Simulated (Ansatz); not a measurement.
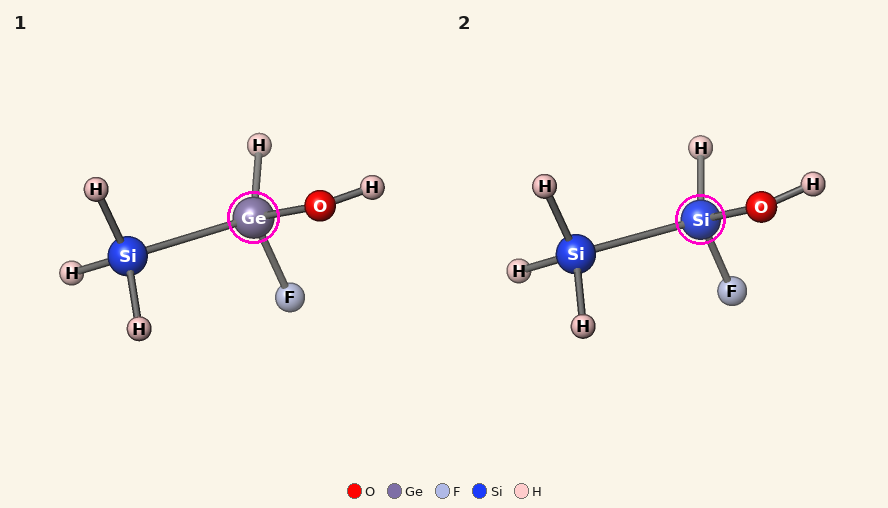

2 molecules with one skeleton, seen from the same side and at one scale; the atom that differs is circled. Each species is neutral and a spin singlet. Computed geometries: PBE0-D4/def2-TZVP optimisations, one conformation each. Properties computed with Ansatz 0.2.0.

One atom differs, called X below: Ge in panel 1, Si in panel 2. Their formulas are FGeH5OSi (`[OH][Ge@@H]([F])[SiH3]`), FH5OSi2 (`O[Si@@H](F)[SiH3]`).

In which is the length of X–O larger (PBE0-D4/def2-TZVP)?

In panel 1 (X = Ge).

In which is the length of X–F larger (PBE0-D4/def2-TZVP)?

In panel 1 (X = Ge).

Give the values. With PBE0-D4/def2-TZVP: length of X–F (Å), length of X–H (Å), length of X–O (Å), length of X–Si (Å), angle Si–X–H (°). With PBE0-D4/def2-TZVPP: HOMO energy (Kohn–Sham orbital) (eV), HOMO–LUMO gap (eV). With ωB97M-V/def2-TZVPP: dipole moment (D).

| quantity | 1 (Ge) | 2 (Si) | 2 − 1 |
| --- | --- | --- | --- |
| length of X–F (Å) | 1.749 | 1.603 | −0.146 |
| length of X–H (Å) | 1.543 | 1.488 | −0.055 |
| length of X–O (Å) | 1.770 | 1.636 | −0.134 |
| length of X–Si (Å) | 2.381 | 2.339 | −0.042 |
| angle Si–X–H (°) | 120.2 | 114.9 | −5.3 |
| HOMO energy (Kohn–Sham orbital) (eV) | −8.56 | −8.30 | +0.26 |
| HOMO–LUMO gap (eV) | 8.26 | 8.05 | −0.21 |
| dipole moment (D) | 1.88 | 1.44 | −0.44 |
